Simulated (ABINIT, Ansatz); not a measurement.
# Quasiparticle gap of Sr2H6Os (Fm-3m) in ABINIT, part 2 of 3

Wanted: ground state, empty states, screening and self-energy for Sr2H6Os (Fm-3m).

ABINIT 10.8.3; PBEsol and many-body steps on it, plane waves. Known limits of the many-body steps: not at the basis limit; no spin polarisation; d states lean on the start; no spin-orbit coupling; coarse k mesh.

So far. Step 2 (Ground state): The gap is indirect, with the least direct gap 0.06 eV higher.

### 3. Bands along the symmetry lines

Level of this step: DFT, PBEsol, plane waves, norm-conserving pseudopotentials (ABINIT).

Levels along a band path, at the cheap level, show where the edges lie and whether the meshes to come will hold them.

Input file run.abi:

```
acell 3*1.0 Angstrom
rprim 
  0.000000000000 3.812277830000 3.812277830000
  3.812277830000 -0.000000000000 3.812277830000
  3.812277830000 3.812277830000 0.000000000000
ntypat 3
znucl 38 1 76
natom 9
typat 1 1 2 2 2 2 2 2 3
xred 
  0.750000000000 0.750000000000 0.750000000000
  0.250000000000 0.250000000000 0.250000000000
  0.773847590000 0.773847590000 0.226152410000
  0.226152410000 0.773847590000 0.226152410000
  0.773847590000 0.226152410000 0.226152410000
  0.226152410000 0.226152410000 0.773847590000
  0.773847590000 0.226152410000 0.773847590000
  0.226152410000 0.773847590000 0.773847590000
  0.000000000000 0.000000000000 0.000000000000
pp_dirpath "pseudos"
pseudos "Sr.upf, H.upf, Os.upf"
ecut 33
iscf -2
irdden 1
kptopt 0
nkpt 26
kpt 
  0.00000000 0.00000000 0.00000000
  0.12500000 0.00000000 0.12500000
  0.25000000 0.00000000 0.25000000
  0.37500000 0.00000000 0.37500000
  0.50000000 0.00000000 0.50000000
  0.53125000 0.06250000 0.53125000
  0.56250000 0.12500000 0.56250000
  0.59375000 0.18750000 0.59375000
  0.62500000 0.25000000 0.62500000
  0.37500000 0.37500000 0.75000000
  0.28125000 0.28125000 0.56250000
  0.18750000 0.18750000 0.37500000
  0.09375000 0.09375000 0.18750000
  0.00000000 0.00000000 0.00000000
  0.12500000 0.12500000 0.12500000
  0.25000000 0.25000000 0.25000000
  0.37500000 0.37500000 0.37500000
  0.50000000 0.50000000 0.50000000
  0.50000000 0.43750000 0.56250000
  0.50000000 0.37500000 0.62500000
  0.50000000 0.31250000 0.68750000
  0.50000000 0.25000000 0.75000000
  0.50000000 0.18750000 0.68750000
  0.50000000 0.12500000 0.62500000
  0.50000000 0.06250000 0.56250000
  0.50000000 0.00000000 0.50000000
istwfk *1
nband 28
nbdbuf 2
tolwfr 1e-08
nstep 40
prtwf 0
prtvol 0
indata_prefix "in"
outdata_prefix "out"
tmpdata_prefix "tmp"
```

Started as:

```
$ OMP_NUM_THREADS=1 mpirun -n 4 abinit run.abi > log
```

Numbers of over 12 decimals in the logs are rounded to 6 here.

What it wrote:

```text
.Version 10.8.3 of ABINIT. v10.8.2 released Aug 2026.

 Symmetries : space group Fm -3 m (#225); Bravais cF (face-center cubic)
[... echo of the input left out ...]
== DATASET  1 ==================================================================
-   mpi_nproc: 4, omp_nthreads: 1 (-1 if OMP is not activated)

--- !DatasetInfo
iteration_state: {dtset: 1, }
dimensions: {natom: 9, nkpt: 26, mband: 28, nsppol: 1, nspinor: 1, nspden: 1, mpw: 6855, }
cutoff_energies: {ecut:  33.0, pawecutdg:  -1.0, }
electrons: {nelect:   4.20000000E+01, charge:   0.00000000E+00, occopt:   1.00000000E+00, tsmear:   1.00000000E-02, }

 Real(R)+Recip(G) space primitive vectors, cartesian coordinates (Bohr,Bohr^-1):
 R(1)=  0.0000000  7.2041610  7.2041610  G(1)= -0.0694043  0.0694043  0.0694043
 R(2)=  7.2041610  0.0000000  7.2041610  G(2)=  0.0694043 -0.0694043  0.0694043
 R(3)=  7.2041610  7.2041610  0.0000000  G(3)=  0.0694043  0.0694043 -0.0694043
 Unit cell volume ucvol=  7.4779099E+02 bohr^3
 Angles (23,13,12)=  6.00000000E+01  6.00000000E+01  6.00000000E+01 degrees

 getcut: wavevector=  0.0000  0.0000  0.0000  ngfft=  54  54  54
         ecut(hartree)=     33.000   => boxcut(ratio)=   2.05032

--- Pseudopotential description ------------------------------------------------
- Sr Generated using ONCVPSP code by D. R. Hamann
- 38.00000  10.00000  180301                  znucl, zion, pspdat
12 -116133 2 -1 1834                          pspcod,pspxc,lmax,lloc,mmax
     nproj     2     2     2     0
  pspatm : epsatm=   12.46451298
         --- l  ekb(1:nproj) -->
             0   10.029206    1.044171
             1    7.472414    1.670829
             2    4.142950    0.968140
 pspatm: atomic psp has been read  and splines computed

- H Generated using ONCVPSP code by D. R. Hamann
-  1.00000   1.00000  180301                  znucl, zion, pspdat
12 -116133 1 -1 1180                          pspcod,pspxc,lmax,lloc,mmax
     nproj     2     1     0     0
  pspatm : epsatm=    0.35585368
         --- l  ekb(1:nproj) -->
[...]
1   -0.494138
 pspatm: atomic psp has been read  and splines computed

- Os Generated using ONCVPSP code by D. R. Hamann
- 76.00000  16.00000  180301                  znucl, zion, pspdat
12 -116133 3 -1 1328                          pspcod,pspxc,lmax,lloc,mmax
     nproj     2     2     2     2
  pspatm : epsatm=   26.11825285
         --- l  ekb(1:nproj) -->
[...]
pspatm: atomic psp has been read  and splines computed

--------------------------------------------------------------------------------

================================================================================
 prteigrs : about to open file out_EIG
 Non-SCF case, kpt    1 (  0.00000  0.00000  0.00000), residuals and eigenvalues=
  4.27E-09  1.08E-09  5.04E-09  9.05E-09  7.99E-09  5.51E-09  2.28E-09  3.90E-09
[...]
Non-SCF case, kpt   26 (  0.50000  0.00000  0.50000), residuals and eigenvalues=
[...]
-9.3279E-03  1.8496E-02  4.6666E-02  7.0538E-02  1.2287E-01  1.2287E-01
  1.5884E-01  1.8275E-01  1.8275E-01  2.7031E-01  3.0755E-01  3.4722E-01
[...]
--- !ResultsGS
iteration_state: {dtset: 1, }
comment   : Summary of ground state results
lattice_vectors:
- [  0.0000000,   7.2041610,   7.2041610, ]
- [  7.2041610,  -0.0000000,   7.2041610, ]
- [  7.2041610,   7.2041610,   0.0000000, ]
lattice_lengths: [  10.18822,   10.18822,   10.18822, ]
lattice_angles: [ 60.000,  60.000,  60.000, ] # degrees, (23, 13, 12)
lattice_volume:   7.4779099E+02
convergence: {deltae:  0.000E+00, res2:  0.000E+00, residm:  9.964E-09, diffor:  0.000E+00, }
etotal    :  -1.73213497E+02
entropy   :   0.00000000E+00
fermie    :   1.85073637E-01
cartesian_stress_tensor: null
pressure_GPa: null
xred      :
- [  7.5000E-01,   7.5000E-01,   7.5000E-01, Sr]
- [  2.5000E-01,   2.5000E-01,   2.5000E-01, Sr]
- [  7.7385E-01,   7.7385E-01,   2.2615E-01,  H]
- [  2.2615E-01,   7.7385E-01,   2.2615E-01,  H]
- [  7.7385E-01,   2.2615E-01,   2.2615E-01,  H]
- [  2.2615E-01,   2.2615E-01,   7.7385E-01,  H]
- [  7.7385E-01,   2.2615E-01,   7.7385E-01,  H]
- [  2.2615E-01,   7.7385E-01,   7.7385E-01,  H]
- [  0.0000E+00,   0.0000E+00,   0.0000E+00, Os]
cartesian_forces: null
force_length_stats: {min: null, max: null, mean: null, }

 Integrated electronic density in atomic spheres:
 ------------------------------------------------
 Atom  Sphere_radius  Integrated_density
[...]
================================================================================

 ----iterations are completed or convergence reached----

 Mean square residual over all n,k,spin=   51.406E-10; max=  99.639E-10
 reduced coordinates (array xred) for    9 atoms
[...]
0.226152410000      0.773847590000      0.773847590000
       0.000000000000      0.000000000000      0.000000000000

 cartesian coordinates (angstrom) at end:
[...]
length scales=  1.889726125908  1.889726125908  1.889726125908 bohr
              =  1.000000000000  1.000000000000  1.000000000000 angstroms
 prteigrs : about to open file out_EIG
 Eigenvalues (hartree) for nkpt=  26  k points:
 kpt#   1, nband= 28, wtk=  1.00000, kpt=  0.0000  0.0000  0.0000 (reduced coord)
[...]
kpt#   2, nband= 28, wtk=  1.00000, kpt=  0.1250  0.0000  0.1250 (reduced coord)
[...]
kpt#   3, nband= 28, wtk=  1.00000, kpt=  0.2500  0.0000  0.2500 (reduced coord)
[...]
kpt#  25, nband= 28, wtk=  1.00000, kpt=  0.5000  0.0625  0.5625 (reduced coord)
[...]
0.35688    0.36420    0.42331    0.42680
 kpt#  26, nband= 28, wtk=  1.00000, kpt=  0.5000  0.0000  0.5000 (reduced coord)
[...]
-0.40136   -0.38836   -0.38836   -0.38697   -0.00933    0.01850    0.04667    0.07054
   0.12287    0.12287    0.15884    0.18275    0.18275    0.27031    0.30755    0.34722
   0.35905    0.35905    0.42763    0.42838

== END DATASET(S) ==============================================================
================================================================================

 -outvars: echo values of variables after computation  --------
            nband          28
             nkpt          26
          spgroup         225
 [... the other variables as echoed above ...]

 Calculation completed.
```

Run time: 27 s. Hardware: 4 MPI ranks of Intel Xeon 6975P-C (Granite Rapids), shared host; peak memory 0.41 GiB; 1.8 min of CPU time.

This step gave:

```
gap                        : 2.319 eV
k of the valence top       : 0, 0, 0
k of the conduction bottom : 0.5, 0, 0.5
least direct gap           : 2.383 eV
```

The gap is 2.319 eV, as in the run before at this level.

The electronic bands at the labelled points (eV, zero at the top of the highest filled band):

| point | band 18 | band 19 | band 20 | band 21 | band 22 | band 23 | band 24 | band 25 |
| --- | --- | --- | --- | --- | --- | --- | --- | --- |
| Γ | -2.39 | 0.00 | 0.00 | 0.00 | 3.88 | 4.02 | 4.02 | 7.35 |
| X | -1.69 | -0.71 | -0.06 | -0.06 | 2.32 | 3.33 | 4.41 | 4.73 |
| U | -1.59 | -0.39 | -0.10 | -0.09 | 2.59 | 3.76 | 4.25 | 4.34 |
| jump to K | -1.59 | -0.39 | -0.10 | -0.09 | 2.59 | 3.76 | 4.25 | 4.34 |
| Γ | -2.39 | 0.00 | 0.00 | 0.00 | 3.88 | 4.02 | 4.02 | 7.35 |
| L | -1.67 | -0.39 | -0.09 | -0.09 | 3.91 | 4.09 | 4.09 | 4.81 |
| W | -1.74 | -0.23 | -0.23 | -0.05 | 2.65 | 3.95 | 3.95 | 4.33 |
| X | -1.69 | -0.71 | -0.06 | -0.06 | 2.32 | 3.33 | 4.41 | 4.73 |

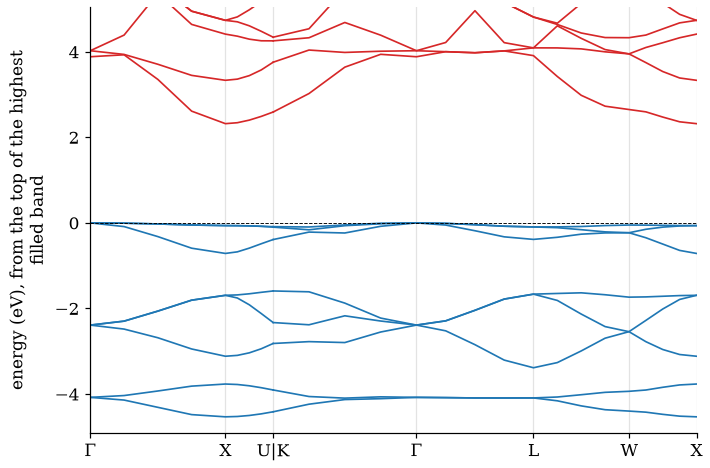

Electronic bands along the path; lines of filled and empty bands in two colours.

### 4. Empty states on the mesh, 2×2×2 mesh, 81 bands

The sums over transitions need many empty states on a uniform mesh; this step solves for them.

Input file run.abi:

```
acell 3*1.0 Angstrom
rprim 
  0.000000000000 3.812277830000 3.812277830000
  3.812277830000 -0.000000000000 3.812277830000
  3.812277830000 3.812277830000 0.000000000000
ntypat 3
znucl 38 1 76
natom 9
typat 1 1 2 2 2 2 2 2 3
xred 
  0.750000000000 0.750000000000 0.750000000000
  0.250000000000 0.250000000000 0.250000000000
  0.773847590000 0.773847590000 0.226152410000
  0.226152410000 0.773847590000 0.226152410000
  0.773847590000 0.226152410000 0.226152410000
  0.226152410000 0.226152410000 0.773847590000
  0.773847590000 0.226152410000 0.773847590000
  0.226152410000 0.773847590000 0.773847590000
  0.000000000000 0.000000000000 0.000000000000
pp_dirpath "pseudos"
pseudos "Sr.upf, H.upf, Os.upf"
ecut 33
ngkpt 2 2 2
nshiftk 1
shiftk 0 0 0
kptopt 1
chksymbreak 0
iscf -2
irdden 1
istwfk *1
nband 81
nbdbuf 6
tolwfr 1e-09
nstep 60
prtvol 0
indata_prefix "in"
outdata_prefix "out"
tmpdata_prefix "tmp"
```

Started as:

```
$ OMP_NUM_THREADS=1 mpirun -n 3 abinit run.abi > log
```

What it wrote:

```text
.Version 10.8.3 of ABINIT. v10.8.2 released Aug 2026.

 Symmetries : space group Fm -3 m (#225); Bravais cF (face-center cubic)
[... echo of the input left out ...]
== DATASET  1 ==================================================================
-   mpi_nproc: 3, omp_nthreads: 1 (-1 if OMP is not activated)

--- !DatasetInfo
iteration_state: {dtset: 1, }
dimensions: {natom: 9, nkpt: 3, mband: 81, nsppol: 1, nspinor: 1, nspden: 1, mpw: 6855, }
cutoff_energies: {ecut:  33.0, pawecutdg:  -1.0, }
electrons: {nelect:   4.20000000E+01, charge:   0.00000000E+00, occopt:   1.00000000E+00, tsmear:   1.00000000E-02, }

 Real(R)+Recip(G) space primitive vectors, cartesian coordinates (Bohr,Bohr^-1):
 R(1)=  0.0000000  7.2041610  7.2041610  G(1)= -0.0694043  0.0694043  0.0694043
 R(2)=  7.2041610  0.0000000  7.2041610  G(2)=  0.0694043 -0.0694043  0.0694043
 R(3)=  7.2041610  7.2041610  0.0000000  G(3)=  0.0694043  0.0694043 -0.0694043
 Unit cell volume ucvol=  7.4779099E+02 bohr^3
 Angles (23,13,12)=  6.00000000E+01  6.00000000E+01  6.00000000E+01 degrees

 getcut: wavevector=  0.0000  0.0000  0.0000  ngfft=  54  54  54
         ecut(hartree)=     33.000   => boxcut(ratio)=   2.05032

--- Pseudopotential description ------------------------------------------------
- Sr Generated using ONCVPSP code by D. R. Hamann
- 38.00000  10.00000  180301                  znucl, zion, pspdat
12 -116133 2 -1 1834                          pspcod,pspxc,lmax,lloc,mmax
     nproj     2     2     2     0
  pspatm : epsatm=   12.46451298
         --- l  ekb(1:nproj) -->
             0   10.029206    1.044171
             1    7.472414    1.670829
             2    4.142950    0.968140
 pspatm: atomic psp has been read  and splines computed

- H Generated using ONCVPSP code by D. R. Hamann
-  1.00000   1.00000  180301                  znucl, zion, pspdat
12 -116133 1 -1 1180                          pspcod,pspxc,lmax,lloc,mmax
     nproj     2     1     0     0
  pspatm : epsatm=    0.35585368
         --- l  ekb(1:nproj) -->
[...]
1   -0.494138
 pspatm: atomic psp has been read  and splines computed

- Os Generated using ONCVPSP code by D. R. Hamann
- 76.00000  16.00000  180301                  znucl, zion, pspdat
12 -116133 3 -1 1328                          pspcod,pspxc,lmax,lloc,mmax
     nproj     2     2     2     2
  pspatm : epsatm=   26.11825285
         --- l  ekb(1:nproj) -->
[...]
pspatm: atomic psp has been read  and splines computed

--------------------------------------------------------------------------------

================================================================================
 prteigrs : about to open file out_EIG
 Non-SCF case, kpt    1 (  0.00000  0.00000  0.00000), residuals and eigenvalues=
  7.35E-10  2.31E-10  1.94E-10  2.83E-10  2.63E-10  2.78E-10  2.69E-10  3.37E-10
[...]
5.14E-05
 -2.8975E+00 -1.4060E+00 -1.4060E+00 -1.4060E+00 -1.0539E+00 -1.0514E+00
 -3.9931E-01 -3.9931E-01 -3.9931E-01 -3.8943E-01 -3.8943E-01 -3.8943E-01
 -6.1514E-02  3.5209E-02  3.5209E-02  9.7290E-02  9.7290E-02  9.7290E-02
[...]
1.0934E+00  1.1469E+00  1.1515E+00  1.1515E+00  1.2056E+00  1.2056E+00
  1.2056E+00  1.3151E+00  1.3151E+00  1.3151E+00  1.3949E+00  1.3949E+00
[...]
prteigrs : prtvol=0 or 1, do not print more k-points.

--- !ResultsGS
iteration_state: {dtset: 1, }
comment   : Summary of ground state results
lattice_vectors:
- [  0.0000000,   7.2041610,   7.2041610, ]
- [  7.2041610,  -0.0000000,   7.2041610, ]
- [  7.2041610,   7.2041610,   0.0000000, ]
lattice_lengths: [  10.18822,   10.18822,   10.18822, ]
lattice_angles: [ 60.000,  60.000,  60.000, ] # degrees, (23, 13, 12)
lattice_volume:   7.4779099E+02
convergence: {deltae:  0.000E+00, res2:  0.000E+00, residm:  9.755E-10, diffor:  0.000E+00, }
etotal    :  -1.73213497E+02
entropy   :   0.00000000E+00
fermie    :   1.85073637E-01
cartesian_stress_tensor: null
pressure_GPa: null
xred      :
- [  7.5000E-01,   7.5000E-01,   7.5000E-01, Sr]
- [  2.5000E-01,   2.5000E-01,   2.5000E-01, Sr]
- [  7.7385E-01,   7.7385E-01,   2.2615E-01,  H]
- [  2.2615E-01,   7.7385E-01,   2.2615E-01,  H]
- [  7.7385E-01,   2.2615E-01,   2.2615E-01,  H]
- [  2.2615E-01,   2.2615E-01,   7.7385E-01,  H]
- [  7.7385E-01,   2.2615E-01,   7.7385E-01,  H]
- [  2.2615E-01,   7.7385E-01,   7.7385E-01,  H]
- [  0.0000E+00,   0.0000E+00,   0.0000E+00, Os]
cartesian_forces: null
force_length_stats: {min: null, max: null, mean: null, }

 Integrated electronic density in atomic spheres:
 ------------------------------------------------
 Atom  Sphere_radius  Integrated_density
[...]
================================================================================

 ----iterations are completed or convergence reached----

 Mean square residual over all n,k,spin=   39.990E-11; max=  97.545E-11
 reduced coordinates (array xred) for    9 atoms
[...]
0.226152410000      0.773847590000      0.773847590000
       0.000000000000      0.000000000000      0.000000000000

 cartesian coordinates (angstrom) at end:
    1      5.718417     5.718417     5.718417
    2      1.906139     1.906139     1.906139
    3      3.812278     3.812278     5.900244
[...]
8      5.900244     3.812278     3.812278
    9      0.000000     0.000000     0.000000
 length scales=  1.889726125908  1.889726125908  1.889726125908 bohr
              =  1.000000000000  1.000000000000  1.000000000000 angstroms
 prteigrs : about to open file out_EIG
 Eigenvalues (hartree) for nkpt=   3  k points:
 kpt#   1, nband= 81, wtk=  0.12500, kpt=  0.0000  0.0000  0.0000 (reduced coord)
[...]
1.09344    1.09344    1.09344    1.14686    1.15153    1.15153    1.20562    1.20562
   1.20562    1.31507    1.31507    1.31507    1.39489    1.39491    1.39494    1.40702
   1.43756
 prteigrs : prtvol=0 or 1, do not print more k-points.

== END DATASET(S) ==============================================================
================================================================================

 -outvars: echo values of variables after computation  --------
            nband          81
             nkpt           3
          spgroup         225
 [... the other variables as echoed above ...]

 Calculation completed.
```

Run time: 18 s. Hardware: 3 MPI ranks; peak memory 0.3 GiB; 52 s of CPU time.

Numbers from this step:

```yaml
gap: 2.319 eV
k_of_the_valence_top: 0, 0, 0
k_of_the_conduction_bottom: 0.5, 0.5, 0
least_direct_gap: 2.383 eV
k_points_computed: 3
lowest_point_of_the_top_converged_band_above_the_valence_top: 29.51 eV
```

On this mesh the gap is 2.319 eV.

### 5. Screening, 2×2×2 mesh, 75 bands, screening to 98 eV

The RPA dielectric matrix is built and inverted for each q.

This step: RPA screening on PBEsol, plane waves, norm-conserving pseudopotentials.

Edit run.abi of step 4 so:

```diff
@@ -27,10 +27,11 @@
 chksymbreak 0
-iscf -2
-irdden 1
 istwfk *1
-nband 81
-nbdbuf 6
-tolwfr 1e-09
-nstep 60
-prtvol 0
+occopt 1
+irdwfk 1
+optdriver 3
+nband 75
+ecuteps 3.6
+inclvkb 2
+awtr 1
+symchi 1
 indata_prefix "in"
```

Started as:

```
$ OMP_NUM_THREADS=1 mpirun -n 4 abinit run.abi > log
```

What it wrote:

```text
.Version 10.8.3 of ABINIT. v10.8.2 released Aug 2026.

 Symmetries : space group Fm -3 m (#225); Bravais cF (face-center cubic)
[... echo of the input left out ...]
== DATASET  1 ==================================================================
-   mpi_nproc: 4, omp_nthreads: 1 (-1 if OMP is not activated)

--- !DatasetInfo
iteration_state: {dtset: 1, }
dimensions: {natom: 9, nkpt: 3, mband: 75, nsppol: 1, nspinor: 1, nspden: 1, mpw: 6855, }
cutoff_energies: {ecut:  33.0, pawecutdg:  -1.0, }
electrons: {nelect:   4.20000000E+01, charge:   0.00000000E+00, occopt:   1.00000000E+00, tsmear:   1.00000000E-02, }

 SCREENING: Calculation of the susceptibility and dielectric matrices

 Based on a program developped by R.W. Godby, V. Olevano, G. Onida, and L. Reining.
 Incorporated in ABINIT by V. Olevano, G.-M. Rignanese, and M. Torrent.
.Using double precision arithmetic ; gwpc =  8

[... cell and pseudopotentials left out ...]
--------------------------------------------------------------------------------

 ==== K-mesh for the wavefunctions ====
 Number of points in the irreducible wedge :     3
[... list of points left out ...]
 Together with 48 symmetry operations and time-reversal symmetry
 yields     8 points in the full Brillouin Zone.

 ==== Q-mesh for the screening function ====
 Number of points in the irreducible wedge :     3
[... list of points left out ...]
 Together with 48 symmetry operations and time-reversal symmetry
 yields     8 points in the full Brillouin Zone.

 setmesh: FFT mesh size selected  =    36x   36x   36
          total number of points  =        46656

 vcoul_init : cutoff-mode = AUXILIARY_FUNCTION
 q-points for optical limit:   1
     1)      0.000010    0.000020    0.000030

- screening: taking advantage of time-reversal symmetry
- Maximum band index for partially occupied states nbvw = 21
- Remaining bands to be divided among processors   nbcw = 54
- Number of bands treated by each node ~13

 Number of electrons calculated from density =   42.0000; Expected =   42.0000
 average of density, n =  0.056165
 r_s =    1.6199
 omega_plasma =   22.8607 [eV]

 calculating chi0 at frequencies [eV] :
  1    0.000000E+00    0.000000E+00
  2    0.000000E+00    2.286073E+01

--------------------------------------------------------------------------------
  q-point number  1        q = ( 0.000000, 0.000000, 0.000000) [r.l.u.]
--------------------------------------------------------------------------------
[... chi0 elements left out ...]
 For q-point:  0.000010 0.000020 0.000030
  dielectric constant =   4.3424
  dielectric constant without local fields =   5.3152

  Average fulfillment of the sum rule on Im[epsilon] for q-point    1 :     54.10  [%]
[... wings left out ...]
  q-point number  2        q = ( 0.500000, 0.000000, 0.000000) [r.l.u.]
--------------------------------------------------------------------------------
[... chi0 elements left out ...]
  Average fulfillment of the sum rule on Im[epsilon] for q-point    2 :     64.17  [%]

 [... 1 further q-points ...]
```

It took 9.3 s on 4 MPI ranks; peak memory 1.1 GiB; 36 s of CPU time.

This step gave:

- ε∞ with local fields, on this mesh, along the program's q direction: 4.342
- the same without local fields: 5.315
- plasma frequency: 22.86 eV
- plane waves in the screening matrix: 259

Local fields lower ε∞ by 18 %. On a Γ-centred mesh this coarse the value itself is usually too large, while a short band sum pulls it down.

(Continued in part 3 of 3.)

[Paths, hosts, dates, memory and timing lines, banners, echoed tables and standing remarks are left out of the program output.]

[Logs are printed without paths, hosts, clocks, repeated set-up lines and the standing remarks that a program may print on its own settings, such as how far it seeks lower states.]

[Runs of the session that timed out or met a known fault of the program may be left out.]

[Hosts, paths, dates, database ids (printed as entryN), source tags and the programs' standing remarks are cut or masked in the printed files.]

[G0W0 gaps are taken among the corrected bands and points alone; a level outside them can change the order at an edge.]

[Where Ansatz stands beside ABINIT at settings called matched, ABINIT's density can come from a denser mesh and the files from another edition; pairs whose starting gaps differed by over 0.03 eV were left out, so agreement reads better than it is.]
